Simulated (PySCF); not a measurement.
**What a change does: excited-state calculation on C2H7NOSi**

System: C2H7NOSi.
Method of run A: TDDFT mPW1PW91/def2-SVPD, vertical, gas phase, core orbitals frozen in the response (PySCF 2.14.0).

The geometry comes from this level: GFN2-xTB. Text and figures count atoms from 1; the logs count them from 0 in places.

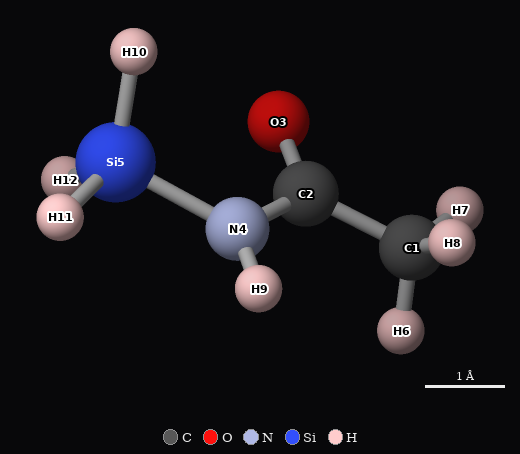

**Figure 1.** The input geometry (ball-and-stick view, seen at a tilt; atoms are numbered from 1 in the order of the input). Bond lengths as drawn: C–C 1.51 Å, C–H 1.09 Å, C–N 1.35 Å, C–O 1.22 Å, H–N 1.01 Å, H–Si 1.46 to 1.47 Å and N–Si 1.76 Å.

**Input file, run A**
```
{"job": {"kind": "uv", "xc": "mPW1PW91", "basis": "def2-SVPD", "nstates": 25, "ntriplets": 0, "tda": false}, "charge": 0, "multiplicity": 1}
C      1.966906     0.275403     0.274103
C      0.467910     0.336990     0.428341
O     -0.107025     1.023300     1.251119
N     -0.270668    -0.416505    -0.409946
Si    -2.004391    -0.253604    -0.165780
H      2.247231     0.632363    -0.715677
H      2.439170     0.898382     1.028296
H      2.310584    -0.751587     0.382894
H      0.187550    -0.989223    -1.099385
H     -2.336064    -0.726166     1.171049
H     -2.516663    -1.158374    -1.200524
H     -2.383342     1.128336    -0.426388
```

The first line tells a small driver script what to run in PySCF; the rest is the geometry in Å.

Launched with:
```bash
OMP_NUM_THREADS=1 python <driver script> task.json out
```

Hardware: 1 CPU thread, shared host.

**Output (run A)**
```
coarse grid: 10288 points
cycle   1  E = -499.4561430842  dE =  5.829e-01  |g| = 7.965e-01  |ddm| = 4.471e+00
cycle   2  E = -499.0027660090  dE =  4.534e-01  |g| = 1.681e+00  |ddm| = 2.820e+00
cycle   3  E = -499.5797302754  dE = -5.770e-01  |g| = 2.024e-01  |ddm| = 2.224e+00
cycle   4  E = -499.5874393518  dE = -7.709e-03  |g| = 8.148e-02  |ddm| = 3.006e-01
cycle   5  E = -499.5887611925  dE = -1.322e-03  |g| = 1.939e-02  |ddm| = 1.013e-01
cycle   6  E = -499.5888486597  dE = -8.747e-05  |g| = 3.526e-03  |ddm| = 2.898e-02
cycle   7  E = -499.5888515778  dE = -2.918e-06  |g| = 5.881e-04  |ddm| = 6.007e-03
final grid: 94152 points
cycle   8  E = -499.6560355320  dE = -1.405e-05  |g| = 7.690e-03  |ddm| = 9.093e-02
cycle   9  E = -499.6560026478  dE =  3.288e-05  |g| = 1.502e-02  |ddm| = 2.130e-02
cycle  10  E = -499.6560471810  dE = -4.453e-05  |g| = 1.175e-03  |ddm| = 1.359e-02
cycle  11  E = -499.6560474966  dE = -3.156e-07  |g| = 9.055e-05  |ddm| = 1.627e-03
cycle  12  E = -499.6560474986  dE = -2.011e-09  |g| = 5.138e-05  |ddm| = 2.876e-04
cycle  13  E = -499.6560474992  dE = -5.849e-10  |g| = 1.847e-05  |ddm| = 8.833e-05
converged SCF energy = -499.6560474992

Static polarisability (au): isotropic 61.580, principal 49.951 61.141 73.649

Singlet excitations
state   eV       nm        f      main configurations
  1   5.7690    214.9   0.00037   H->L+1 0.97
  2   6.7793    182.9   0.01493   H->L 0.89, H-1->L+1 0.09
  3   6.8689    180.5   0.00049   H-1->L 0.97
  4   7.1941    172.3   0.12272   H-1->L+1 0.74, H->L 0.09
  5   7.7463    160.1   0.06920   H->L+2 0.87
  6   7.7655    159.7   0.00293   H-1->L+2 0.88
  7   7.7919    159.1   0.00160   H->L+3 0.88
  8   7.9428    156.1   0.01707   H-1->L+3 0.72, H-1->L+4 0.18
  9   8.3065    149.3   0.02045   H->L+4 0.76
 10   8.3212    149.0   0.00291   H-1->L+4 0.72, H-1->L+3 0.16
 11   8.5852    144.4   0.00212   H->L+5 0.91
 12   8.6093    144.0   0.06458   H-2->L 0.50, H->L+6 0.38
 13   8.6505    143.3   0.03669   H->L+6 0.54, H-2->L 0.35
 14   8.7398    141.9   0.00100   H-2->L+1 0.48, H-3->L 0.36
 15   8.8079    140.8   0.02151   H-3->L 0.47, H-2->L+1 0.40
 16   8.8277    140.4   0.00525   H-1->L+5 0.89
 17   8.8702    139.8   0.01681   H-1->L+6 0.88
 18   9.1215    135.9   0.11506   H-3->L+1 0.76
 19   9.1394    135.7   0.07195   H->L+7 0.92
 20   9.2484    134.1   0.00564   H->L+8 0.92
 21   9.3624    132.4   0.03120   H-4->L+1 0.42, H-2->L+2 0.39
 22   9.3653    132.4   0.03374   H-2->L+2 0.45, H-4->L+1 0.37
 23   9.4065    131.8   0.00249   H-1->L+7 0.89
 24   9.4180    131.6   0.01807   H->L+9 0.89
 25   9.4958    130.6   0.05239   H-3->L+2 0.89
```

For run B the input was changed thus:
```diff
-"xc": "mPW1PW91"
-"basis": "def2-SVPD"
+"xc": "PBE0"
+"basis": "MINI"
+"scf": {"damp": 0.1
+"guess": "huckel"}
```

How does run B compare with run A?

The total energies belong to different models, so their difference says nothing on which is more stable or more accurate. The HOMO goes from −7.74 to −8.46 eV. The LUMO goes from 0.16 to −0.55 eV. The dipole moment goes from 3.44 to 3.18 D. The lowest excitation goes from 5.77 to 5.36 eV. The strongest computed line goes from 7.19 to 8.54 eV. The functional changes from mPW1PW91 to PBE0. The SCF takes 19 iterations against 13. The basis functions go from 163 to 36.

**Output (run B)**
```
damping 0.10 in the first 6 cycles
final grid: 94152 points
cycle   1  E = -491.2715936335  dE =  2.923e+00  |g| = 3.568e+00  |ddm| = 9.443e+00
cycle   2  E = -490.5911200942  dE =  6.805e-01  |g| = 3.031e+00  |ddm| = 1.312e+01
cycle   3  E = -467.9064193400  dE =  2.268e+01  |g| = 5.505e+00  |ddm| = 2.178e+01
cycle   4  E = -472.5610503291  dE = -4.655e+00  |g| = 2.532e+00  |ddm| = 2.646e+01
cycle   5  E = -468.1775046705  dE =  4.384e+00  |g| = 3.996e+00  |ddm| = 2.645e+01
cycle   6  E = -471.4609185634  dE = -3.283e+00  |g| = 2.915e+00  |ddm| = 2.637e+01
cycle   7  E = -466.8957061567  dE =  4.565e+00  |g| = 3.412e+00  |ddm| = 2.620e+01
cycle   8  E = -495.3513977798  dE = -2.846e+01  |g| = 1.807e+00  |ddm| = 1.927e+01
cycle   9  E = -496.1111549865  dE = -7.598e-01  |g| = 7.258e-01  |ddm| = 3.535e+00
cycle  10  E = -496.2647601628  dE = -1.536e-01  |g| = 3.391e-01  |ddm| = 1.474e+00
cycle  11  E = -496.2779386711  dE = -1.318e-02  |g| = 2.556e-01  |ddm| = 3.737e-01
cycle  12  E = -496.2802746546  dE = -2.336e-03  |g| = 2.416e-01  |ddm| = 2.701e-02
cycle  13  E = -496.2996904811  dE = -1.942e-02  |g| = 7.298e-02  |ddm| = 3.846e-01
cycle  14  E = -496.3012748254  dE = -1.584e-03  |g| = 2.660e-02  |ddm| = 9.607e-02
cycle  15  E = -496.3015403198  dE = -2.655e-04  |g| = 3.375e-03  |ddm| = 5.509e-02
cycle  16  E = -496.3015438884  dE = -3.569e-06  |g| = 4.774e-04  |ddm| = 6.868e-03
cycle  17  E = -496.3015439571  dE = -6.875e-08  |g| = 6.471e-05  |ddm| = 8.581e-04
cycle  18  E = -496.3015439584  dE = -1.231e-09  |g| = 1.207e-05  |ddm| = 1.032e-04
cycle  19  E = -496.3015439584  dE = -4.525e-11  |g| = 1.338e-06  |ddm| = 2.210e-05
converged SCF energy = -496.3015439584

Static polarisability (au): isotropic 36.973, principal 26.631 38.188 46.099

Singlet excitations
state   eV       nm        f      main configurations
  1   5.3586    231.4   0.00077   H->L 0.99
  2   7.5517    164.2   0.01650   H-1->L 0.54, H->L+1 0.41
  3   8.0060    154.9   0.00023   H-1->L+1 0.98
  4   8.5449    145.1   0.26260   H->L+1 0.56, H-1->L 0.34
  5   9.2622    133.9   0.00802   H-2->L 0.64, H-4->L 0.32
  6   9.9454    124.7   0.08404   H->L+2 0.44, H-3->L 0.30, H-4->L 0.15
  7   9.9566    124.5   0.02616   H-4->L 0.51, H-2->L 0.21, H->L+2 0.13
  8  10.2267    121.2   0.00907   H-1->L+2 0.91
  9  10.2522    120.9   0.04567   H-3->L 0.46, H->L+2 0.35
 10  10.6796    116.1   0.00044   H-6->L 0.85, H-3->L+1 0.08
 11  10.7336    115.5   0.00004   H->L+3 0.91
 12  10.8194    114.6   0.00083   H-1->L+3 0.87
 13  10.8896    113.9   0.01850   H-3->L+1 0.81
 14  10.9128    113.6   0.03471   H-2->L+1 0.85
 15  11.1950    110.7   0.10093   H-5->L 0.80
 16  11.2175    110.5   0.00577   H->L+4 0.96
 17  11.5889    107.0   0.02856   H-1->L+4 0.62, H-4->L+1 0.30
 18  11.9290    103.9   0.05484   H-4->L+1 0.57, H-1->L+4 0.20, H-6->L+1 0.17
 19  12.1174    102.3   0.00763   H-7->L 0.96
 20  12.2830    100.9   0.01603   H-5->L+1 0.93
 21  12.4141     99.9   0.00017   H-1->L+5 0.92
 22  12.6642     97.9   0.02263   H->L+5 0.69, H-6->L+1 0.15, H-8->L 0.08
 23  12.9687     95.6   0.24241   H-6->L+1 0.43, H-2->L+2 0.21, H->L+5 0.10
 24  13.0640     94.9   0.23077   H-2->L+2 0.66, H-6->L+1 0.16
 25  13.1228     94.5   0.00555   H-8->L 0.59, H->L+6 0.28
```

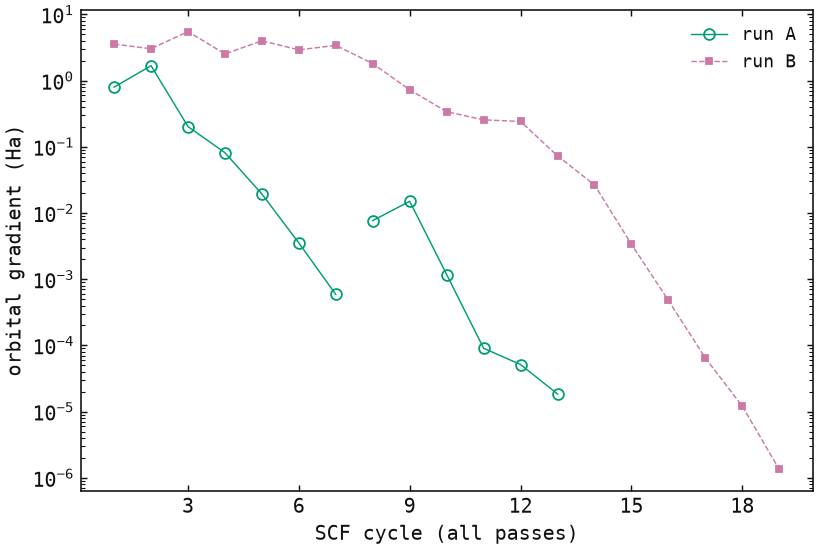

**Figure 2.** Convergence of the two runs: orbital gradient against the SCF cycle. A break in a curve parts two SCF passes (coarse and final grid). Run A takes 13 cycles in all, and run B takes 19.

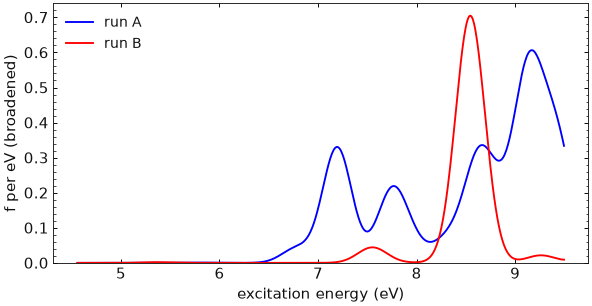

**Figure 3.** Absorption of the two runs from their computed states, each broadened by a Gaussian of 0.35 eV full width; the range ends where the shorter list of states ends.

**The two runs side by side**

| quantity | run A | run B |
| --- | --- | --- |
| outcome | converged | converged |
| total energy (hartree) | −499.656047 | −496.301544 |
| HOMO (eV) | −7.74 | −8.46 |
| LUMO (eV) | 0.16 | −0.55 |
| dipole moment (D) | 3.44 | 3.18 |
| lowest excitation (eV) | 5.77 | 5.36 |
| SCF iterations | 13 | 19 |
| strongest computed line (eV) | 7.19 | 8.54 |
| basis functions | 163 | 36 |
| wall time (shared host) | 44 s | 20 s |
